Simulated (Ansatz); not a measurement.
**CHFO (formyl fluoride) at 6 levels**

We compute a comparison of 6 runs (HF/STO-3G, BLYP/STO-3G, UPBE/STO-3G, r2SCAN0/STO-3G, revPBE/STO-3G, BCCD(T)/STO-3G) of CHFO (formyl fluoride). 

Program for the calculation: Ansatz 0.2.0.

73 further runs of the same task are left out: 73 set aside as unsound or not needed.

## 1. The system as given

The species is CHFO (4 atoms), meant as a singlet with charge 0. SMILES: `O=CF`. The H4–C2 distance was set to 2.196 Å, away from the relaxed value. At this shape a bond of the SMILES string is far longer than usual.

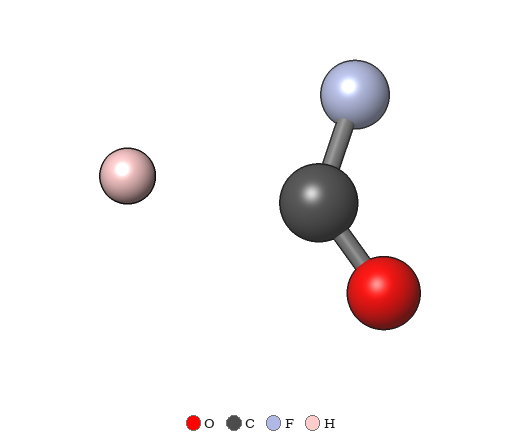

The structure, seen from a chosen angle (oxygen red, carbon dark grey, fluorine light blue, hydrogen pink).

## 2. The energy at HF/STO-3G (run 1)

File input.yaml:

```yaml
crystal:
  periodic: [false, false, false]
  atoms:
    - symbol: O
      position_ang: [-1.294471, -0.552152, 1.524472]
    - symbol: C
      position_ang: [-0.454531, -0.674832, 0.717422]
    - symbol: F
      position_ang: [0.179579, -1.839032, 0.513142]
    - symbol: H
      position_ang: [0.355050, 0.821510, -0.671560]
basis:
  gaussian:
    orbitals: STO-3G
accuracy: high
hamiltonian:
  xc: hf
```

Started as:

```sh
$ ansatz run input.yaml --threads 1 --pin off --max-ram 2610MiB --events-out events.jsonl --progress --plain --runs-dir runs
```

The log of the run:

```text
Warning: RAYON_NUM_THREADS=1 ignored (pool sized by the plan → 1); use --threads N
Functional definition: HF
  name "HF"
  exchange = exact_x
  correlation = 0
273 factors; integrals over basis functions are off by at most 3.4e-8 eV
mean field evaluation 1: about -5698.3465 eV, gradient 3.6e1 eV
mean field evaluation 2: about -5698.4160 eV, gradient 3.7e1 eV
mean field evaluation 4: about -5702.9449 eV, gradient 2.6e0 eV
mean field evaluation 8: about -5702.9972 eV, gradient 1.6e-1 eV
mean field -5702.99751140 eV, -209.5812929135 hartree, gradient 1.3e-8 eV, S^2 0.000000; 0 other end points of the search recorded, 0 dependent functions left out
reference -5702.99751140 eV, -209.5812929135 hartree; 12, 12 occupied and 4, 4 virtual orbitals, 273 factors
Total energy: -5702.99751140 eV, -209.5812929135 hartree
```

Wall time 0.08 s (1 thread of Arm Neoverse V1, shared host).

## 3. The energy at BLYP/STO-3G (run 2)

File job.yaml:

```yaml
crystal:
  periodic: [false, false, false]
  atoms:
    - {symbol: O, position_ang: [-1.294471, -0.552152, 1.524472]}
    - {symbol: C, position_ang: [-0.454531, -0.674832, 0.717422]}
    - {symbol: F, position_ang: [0.179579, -1.839032, 0.513142]}
    - {symbol: H, position_ang: [0.355050, 0.821510, -0.671560]}
basis:
  gaussian: {orbitals: STO-3G}
hamiltonian: {xc: {name: BLYP}}
accuracy: high
```

Started as:

```sh
$ ansatz run job.yaml --threads 1 --pin off --max-ram 2610MiB --events-out events.jsonl --progress --plain --runs-dir runs
```

The log of the run:

```text
Warning: RAYON_NUM_THREADS=1 ignored (pool sized by the plan → 1); use --threads N
Functional definition: BLYP
  name "BLYP"
  parameter beta = 0.0042
  parameter a = 0.04918
  parameter b = 0.132
  parameter c = 0.2533
  parameter d = 0.349
  exchange = b88_x(beta = beta)
  correlation = lyp_c(a = a, b = b, c = c, d = d)
273 factors; integrals over basis functions are off by at most 3.4e-8 eV
mean field evaluation 1: about -5724.2782 eV, gradient 3.0e1 eV
mean field evaluation 2: about -5704.0343 eV, gradient 7.9e1 eV
mean field evaluation 4: about -5723.9339 eV, gradient 2.6e1 eV
mean field evaluation 8: about -5729.5517 eV, gradient 1.9e-1 eV
mean field -5729.55186622 eV, -210.5571474538 hartree, gradient 1.9e-8 eV, S^2 0.000000; 0 other end points of the search recorded, 0 dependent functions left out
reference -5729.55189304 eV, -210.5571484393 hartree; 12, 12 occupied and 4, 4 virtual orbitals, 273 factors
Total energy: -5729.55189304 eV, -210.5571484393 hartree
```

Run time: 0.85 s. Hardware: 1 thread of Arm Neoverse V1, shared host.

Runs 3 to 5 aren't shown in full; the table further down has their settings and results.

## 4. A single-point energy at BCCD(T)/STO-3G (run 6)

File in.yaml:

```yaml
crystal:
  periodic: [false, false, false]
  atoms:
    - {symbol: O, position_ang: [-1.294471, -0.552152, 1.524472]}
    - {symbol: C, position_ang: [-0.454531, -0.674832, 0.717422]}
    - {symbol: F, position_ang: [0.179579, -1.839032, 0.513142]}
    - {symbol: H, position_ang: [0.355050, 0.821510, -0.671560]}
basis:
  gaussian: {orbitals: STO-3G}
correlation: {method: bccd_t, frozen_orbitals: {C: 1, F: 1, H: 0, O: 1}}
accuracy: high
scf: {omitted_lower_state_checks: [cluster_reference, increment]}
```

Started as:

```sh
$ ansatz run in.yaml --threads 1 --pin off --max-ram 2610MiB --events-out events.jsonl --progress --plain --runs-dir runs
```

The log of the run, shortened:

```text
Warning: RAYON_NUM_THREADS=1 ignored (pool sized by the plan → 1); use --threads N
[... 2 set-up lines as earlier in the session ...]
[...]
273 factors; integrals over basis functions are off by at most 3.4e-8 eV
[...]
mean field -5702.99751140 eV, -209.5812929135 hartree, gradient 1.3e-8 eV, S^2 0.000000; 0 other end points of the search recorded, 0 dependent functions left out; unrestricted orbitals would lower it
3 core orbitals not correlated: weight in the atoms' cores, before any rotation towards them, 1.000 or more for the frozen orbitals, at most 0.000 for the correlated occupied ones
reference -5702.99751140 eV, -209.5812929135 hartree; 9, 9 occupied and 4, 4 virtual orbitals, 273 factors
second order -5.47178587 eV of doubles, -0.00000000 eV of singles
cycle   1  -5.43825839 eV  change    -1.2e0 eV  update   1.4e-1
[...]
cycle  28  -6.78274483 eV  change   -1.2e-9 eV  update  4.7e-10
perturbative correction -0.64405427 eV, -0.0236685577 hartree
WARN: these amplitudes may be one of several solutions (largest doubles amplitude 0.47, level shift 5.80 eV)
Total energy: -5710.42431050 eV, -209.8542227463 hartree
Checks for a lower state left out: cluster_reference, increment
```

Wall time 0.18 s (1 thread of Arm Neoverse V1, shared host).

## 5. The series

```
run           level  frozen core orbitals  energy (Eh)  wall time
  1       HF/STO-3G                     –  -209.581293     0.08 s
  2     BLYP/STO-3G                     –  -210.557148     0.85 s
  3     UPBE/STO-3G                     –  -210.408933      2.4 s
  4  r2SCAN0/STO-3G                     –  -210.503260      1.9 s
  5   revPBE/STO-3G                     –  -210.583228     0.85 s
  6  BCCD(T)/STO-3G                     3  -209.854223     0.18 s
```

## 6. Outcome

| quantity | value |
| --- | --- |
| run 6: total energy | -209.85422 Eh |
| run 6: correlation energy (3 core orbitals frozen) | -272.9 mEh |
| run 6: (T) correction | -23.67 mEh |

Totals of different functionals can't be ranked against each other. In run 6 the log says that unrestricted orbitals would lower the reference, so the values rest on an unstable closed-shell determinant (other closed-shell runs at this shape may share the fault). In runs 1, 2, 3, 4, 5, 6 the basis is minimal, so the values are rough. In runs 1, 2, 4, 5 a closed-shell determinant meets a far-stretched bond, which it describes badly. Spin contamination of the reference: run 3 ⟨S²⟩ = 0.35. All runs together took 6.3 s, the longest 2.4 s.
